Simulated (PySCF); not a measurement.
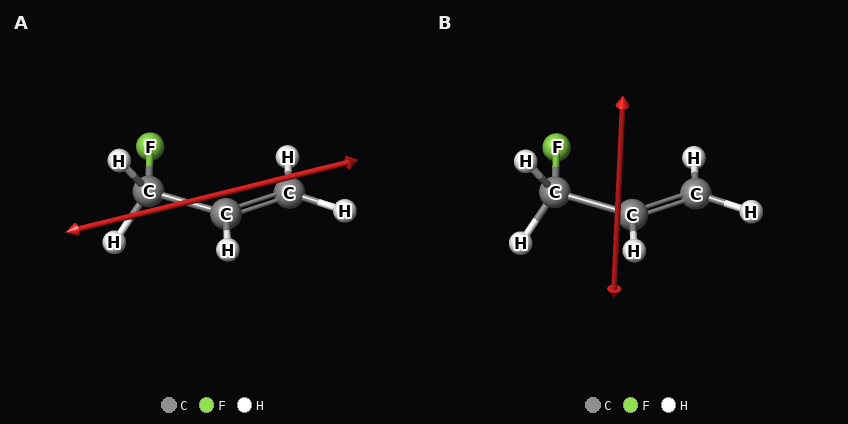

The double arrows show the directions of two transition dipoles from the ground state (lengths mean nothing). Computed geometry: PBE0-D3(BJ)/def2-SVP optimisation. No frequency run is at hand to confirm it as a minimum. Properties computed with TDDFT HF/def2-SVPD, vertical, gas phase, core orbitals frozen in the response (PySCF 2.14.0).

### One belongs to singlet state 1 and one to singlet state 8. Which is which?

A: state 1, 7.63 eV (162 nm), oscillator strength 0.49, mainly HOMO → LUMO+3 (weight 0.92).
B: state 8, 10.31 eV (120 nm), oscillator strength 0.018, of mixed character, with the largest part HOMO−3 → LUMO+3 (weight 0.38).
